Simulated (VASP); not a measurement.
Band structure of Cs2O (space group R-3m). These are LDA (Ceperley-Alder, Perdew-Zunger), VASP's LDA PAW potentials (set 64) (plane waves; VASP 6.6.1) values and carry that method's errors.

Unless said otherwise, spin-orbit coupling is left out, though it shifts the bands of the heavy elements here.

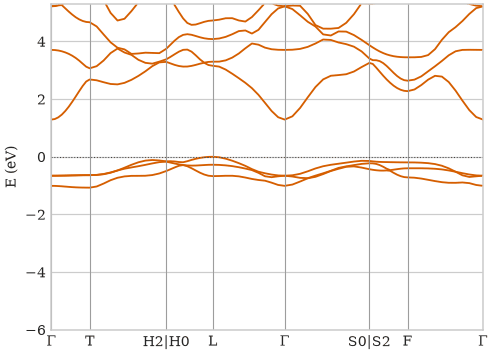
Fig. 1. Bands along high-symmetry lines, zero at the valence-band maximum or, without a gap, the Fermi level

**Question.** Read the plot: is there a gap, and where are the band edges?

**Answer.** The gap is indirect, 1.29 eV, from the valence maximum at L to the conduction minimum at Γ. (Edges off the drawn lines would not show.)

The structure comes from a computed database's Cs2O entry (R-3m); how it stands against other phases isn't given here. It was relaxed first, which changed the volume by -11 %.
